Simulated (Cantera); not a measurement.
Feed: 1 mol FeCl₃, 3.5 mol H₂, 0.73 mol HCl, held at 218 Torr.

These are equilibrium values from Cantera (NASA tables, ideal gas, pure condensed phases), not measurements of a reactor. Candidate condensed phases: Fe, FeCl₂, FeCl₃; 11 gas species. Equilibrium is a limit: real reactors are often held back by kinetics, nucleation or transport.

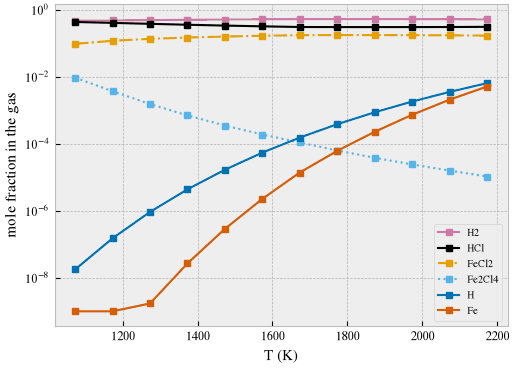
Equilibrium gas composition (values under 1e-9 drawn at 1e-9)

From 1073 K to 1173 K the condensed part is Fe(α). From 1273 K to 1573 K the condensed part is Fe(γ). At 1673 K the condensed part is Fe(δ). From 1773 K to 2173 K nothing is condensed. The main Fe-bearing gas is FeCl₂ throughout.
